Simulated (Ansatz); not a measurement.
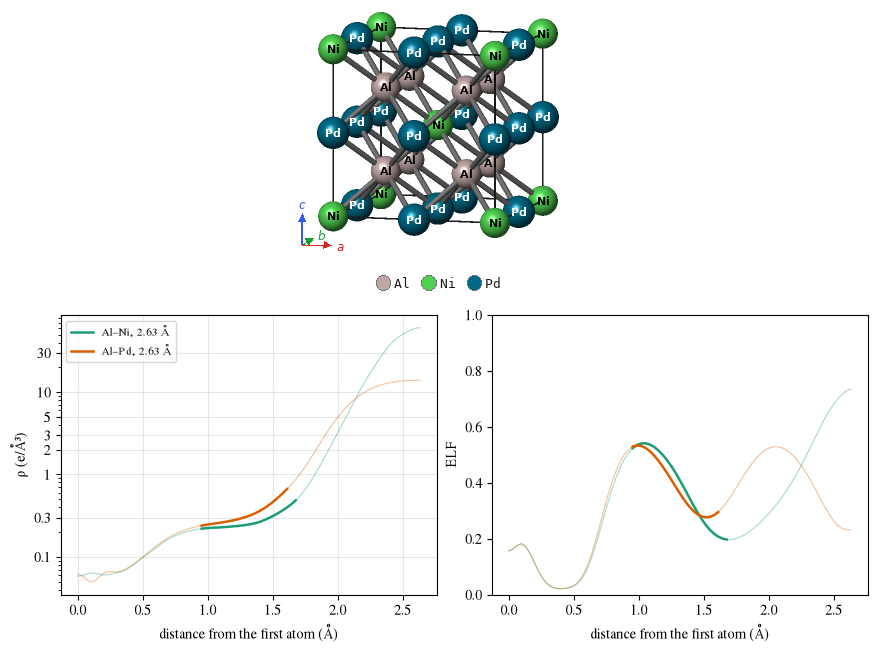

*Al₄NiPd₃. Valence electron density and ELF along straight lines between neighbouring atoms. Thin, pale parts lie inside the atomic spheres. The structure is drawn too.*

Space group Im-3m; a structure generated by program, which may or may not match a known phase; computed pressure about −9 GPa in this cell; computed without spin polarisation.

All numbers below come from DFT LDA, scalar-relativistic, plane waves, PAW (Ansatz).

The density is the valence pseudo-density of a PAW calculation; it isn't the true density close to the nuclei.

What can be read from the curves?

Answer. Al–Ni (2.63 Å): ρ is about 0.25 e/Å³ halfway; the ELF is about 0.40 at the midpoint.
Al–Pd (2.63 Å): ρ at the midpoint is about 0.31 e/Å³; the ELF is about 0.35 at the midpoint: no localised pair shows between them.
